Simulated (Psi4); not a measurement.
**HF/3-21G run of [AlF4]− (fluoroaluminate)**

What is the vertical ionisation energy of [AlF4]− (fluoroaluminate) at HF/3-21G? 

Program for the calculation: Psi4 1.11.

4 further runs of the same task are left out: 3 that didn't finish, 1 set aside as unsound or not needed.

## Step 1: The system as given

The species is [AlF4]− (5 atoms), meant as a singlet with charge -1. SMILES: `[F][Al-]([F])([F])[F]`. The coordinates come from a PBE0-D4/def2-TZVPD relaxation.

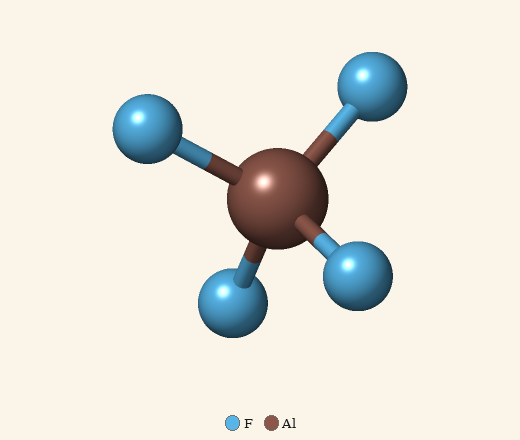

Viewed from a chosen angle; fluorine blue, aluminium brown.

## Step 2: A single-point energy at HF/3-21G

Contents of job.py:

```python
import psi4

psi4.set_memory(2200000000)
psi4.set_num_threads(1)
psi4.core.set_output_file('psi4.out', False)

molecule = psi4.geometry("""
-1 1
F     -0.19180720    -0.55557948     3.13694537
Al     0.00000000     0.00000000     0.00000000
F     -2.53790219     1.69281666    -0.93768210
F      0.06519555    -2.77770843    -1.57036241
F      2.66432486     1.64047125    -0.62890085
units au
symmetry c1
no_reorient
no_com
""")

options = {'basis': '3-21G', 'puream': True, 'e_convergence': 1e-09, 'd_convergence': 1e-08, 'scf_type': 'pk'}
psi4.set_options(options)

e_tot, wfn = psi4.energy("hf", return_wfn=True)
print(f'total energy {e_tot:.8f} hartree = {e_tot * 27.211386:.5f} eV')
```

Started as:

```
python job.py
```

psi4.out, shortened:

```text
[...]
  Running in c1 symmetry.
[...]
  Nuclear repulsion =  239.890506116722207
[...]
  Multiplicity = 1
[...]
  Nalpha       = 25
  Nbeta        = 25
[...]
    Number of basis functions: 49
[...]
   @RHF iter   1:  -636.46177603989645   -1.92015e+00   1.36583e-02 DIIS/ADIIS
[...]
   @RHF iter   9:  -636.59081736477810   -1.47793e-12   5.16389e-09 DIIS
[...]
    Orbital Energies [Eh]
    ---------------------
    Doubly Occupied:
       1A    -57.872820     2A    -25.867700     3A    -25.867130
       4A    -25.867122     5A    -25.867120     6A     -4.672553
       7A     -2.979310     8A     -2.979309     9A     -2.979309
      10A     -1.299126    11A     -1.279667    12A     -1.279655
      13A     -1.279654    14A     -0.463518    15A     -0.409177
      16A     -0.409176    17A     -0.409175    18A     -0.368588
      19A     -0.368588    20A     -0.365905    21A     -0.365901
      22A     -0.365900    23A     -0.351342    24A     -0.351340
      25A     -0.351337
[...]
  @RHF Final Energy:  -636.59081736477810
   => Energetics <=
    Nuclear Repulsion Energy =            239.8905061167222073
    One-Electron Energy =               -1383.6218062704076601
    Two-Electron Energy =                 507.1404827889073204
    Total Energy =                       -636.5908173647781041
[...]
 Multipole Moments:
 ------------------------------------------------------------------------------------
     Multipole            Electronic (a.u.)      Nuclear  (a.u.)        Total (a.u.)
 ------------------------------------------------------------------------------------
 L = 1.  Multiply by 2.5417464519 to convert [e a0] to [Debye]
 Dipole X            :          0.0018396           -0.0017008            0.0001388
 Dipole Y            :         -0.0000028            0.0000000           -0.0000028
 Dipole Z            :          0.0000006            0.0000001            0.0000007
 Magnitude           :                                                    0.0001388
[...]
```

The script printed:

```text
total energy -636.59081736 hartree = -17322.51846 eV
```

It took 4.5 s on 1 thread of Intel Xeon Platinum 8175M at 2.50GHz (Skylake/Cascade Lake), shared host; peak memory 0.19 GiB.

## Step 3: Doublet neutral AlF4: energy and gradient at UHF/3-21G

Contents of calc.dat:

```
memory 2.2 GB

molecule {
  0 2
  F
  Al 1 1.688887
  F 2 1.688882 1 109.4705
  F 2 1.688892 3 109.47011 1 119.99963
  F 2 1.688837 3 109.47053 4 120.00065
  symmetry c1
  no_reorient
  no_com
}

set {
  basis         3-21G
  reference     uhf
  puream        true
  e_convergence 1e-09
  d_convergence 1e-08
  scf_type      pk
  maxiter       100
}

e, wfn = gradient("hf", return_wfn=True)
oeprop(wfn, "MULLIKEN_CHARGES", "LOWDIN_CHARGES", "QUADRUPOLE")
```

Started as:

```
psi4 calc.dat calc.out -n 1
```

calc.out, shortened:

```text
[...]
  Running in c1 symmetry.
[...]
  Nuclear repulsion =  239.890503312366150
[...]
  Multiplicity = 2
[...]
  Nalpha       = 25
  Nbeta        = 24
[...]
    Number of basis functions: 49
[...]
   @UHF iter   1:  -636.20061933158422   -1.65899e+00   9.23116e-03 DIIS/ADIIS
[...]
   @UHF iter  36:  -636.27933531649626   -1.36424e-12   9.44949e-09 DIIS
[...]
   @S^2 Observed:                7.778886323E-01
[...]
  @UHF Final Energy:  -636.27933531649626
   => Energetics <=
    Nuclear Repulsion Energy =            239.8905033123661497
    One-Electron Energy =               -1368.4144024002634978
    Two-Electron Energy =                 492.2445637714012037
    Total Energy =                       -636.2793353164962582
  UHF NO Occupations:
  HONO-2 :   23  A 1.9932295
  HONO-1 :   24  A 1.9932288
[...]
  -Total Gradient:
     Atom            X                  Y                   Z
    ------   -----------------  -----------------  -----------------
       1        0.008635445252     0.004985118857    -0.003630400722
       2       -0.047905977409    -0.027659062130    -0.019561207675
       3        0.008636274333    -0.001760196891     0.005910883483
       4        0.002788475348     0.008360125315     0.005912372639
       5        0.027845782474     0.016074014850     0.011368352276
[...]
 Multipole Moments:
 ------------------------------------------------------------------------------------
     Multipole            Electronic (a.u.)      Nuclear  (a.u.)        Total (a.u.)
 ------------------------------------------------------------------------------------
 L = 1.  Multiply by 2.5417464519 to convert [e a0] to [Debye]
 Dipole X            :         -0.7011950            0.0000038           -0.7011912
 Dipole Y            :         -0.4047498            0.0000066           -0.4047432
 Dipole Z            :         -0.2863054            0.0000005           -0.2863049
 Magnitude           :                                                    0.8587530
 L = 2.  Multiply by 1.3450342976 to convert [e a0^2] to [Debye ang]
 Quadrupole XX       :       -147.5101563          122.2295650          -25.2805913
 Quadrupole XY       :         -1.0540915           -0.0019323           -1.0560238
[...]
```

It took 5.1 s on 1 thread of Intel Xeon Platinum 8175M at 2.50GHz (Skylake/Cascade Lake), shared host; peak memory 0.19 GiB.

## Step 4: Results

At HF/3-21G:

| quantity | value |
| --- | --- |
| singlet [AlF4]−: total energy | -636.59082 Eh |
| singlet [AlF4]−: HOMO energy | -9.56 eV |
| singlet [AlF4]−: LUMO energy | 10.01 eV |
| singlet [AlF4]−: HOMO–LUMO gap (to an unbound level, set by the basis) | 19.57 eV |
| doublet neutral AlF4: total energy | -636.27934 Eh |
| doublet neutral AlF4: dipole moment | 2.18 D |
| doublet neutral AlF4: HOMO energy (highest over α and β) | -13.55 eV |
| doublet neutral AlF4: LUMO energy (lowest over α and β) | -7.43 eV |
| doublet neutral AlF4: ⟨S²⟩ | 0.778 |
| doublet neutral AlF4: largest force on an atom | 3.017 eV/Å |
| vertical detachment energy (to the doublet neutral) | 8.476 eV |

What this shows: The vertical ionisation energy comes to 8.48 eV (818 kJ/mol). The negative HOMO energy of the first species, 9.56 eV, lies 1.08 eV above that difference. Mulliken charges (doublet neutral AlF4) run from -0.57 on F5 to +1.62 on Al2.
